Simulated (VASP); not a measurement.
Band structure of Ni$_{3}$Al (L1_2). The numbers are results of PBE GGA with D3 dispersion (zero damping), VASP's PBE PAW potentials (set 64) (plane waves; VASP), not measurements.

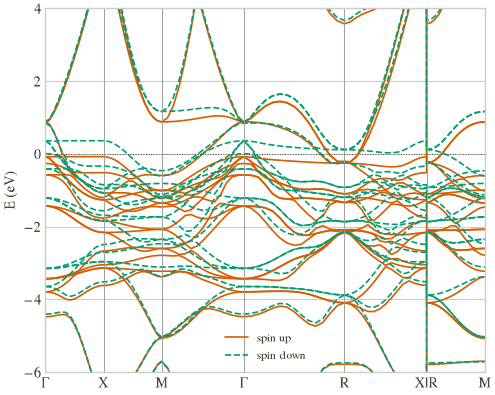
*Bands along high-symmetry lines, zero at the valence-band maximum or, without a gap, the Fermi level*

Question: Read the plot: is there a gap, and where are the band edges?

Answer: It has no gap at this level: it comes out as a metal or semimetal. (Edges off the drawn lines would not show.)

The compound is Ni3Al in the L1_2 structure. It was relaxed first.
